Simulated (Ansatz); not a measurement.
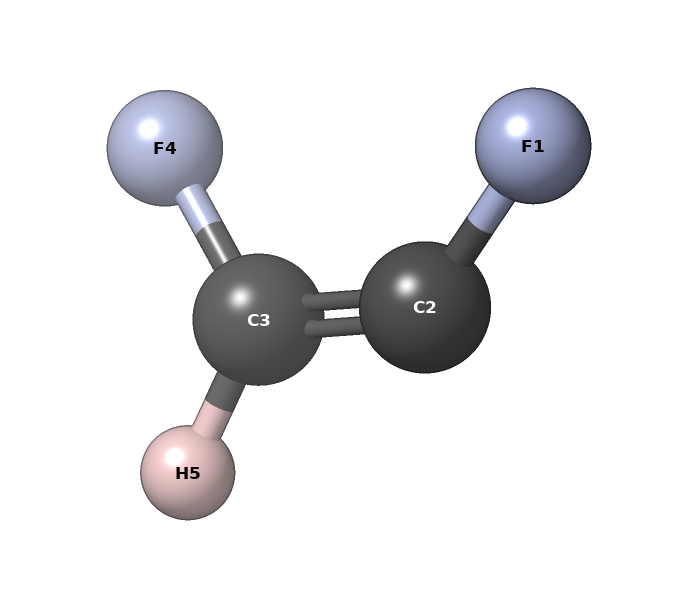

Distant atoms are faded towards the background colour. State: neutral, doublet. The geometry was computed by an optimisation with PBE-D4/def2-SVP. No frequency run is at hand to confirm it as a minimum.

> Which atoms or bonds are stereogenic?

Double bonds: C2=C3.

> Assign CIP descriptors.

C2=C3: Z.
